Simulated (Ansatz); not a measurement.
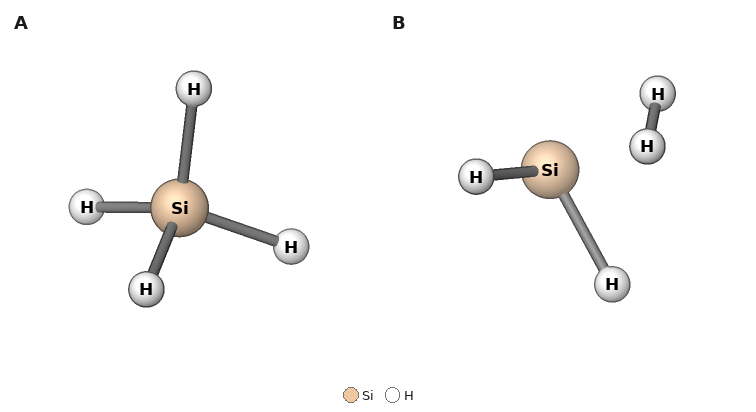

2 stationary structures of one formula. Geometries: PBE0-D4/def2-TZVP. Electronic energies: PBE0-D4/def2-TZVP (Ansatz 0.2.0), without zero-point energy. No frequency run is at hand to confirm each as a minimum.

**Rank them by energy, lowest first.**

A is lowest (Td); B lies 2.228 eV above it (Cs, a minimum).
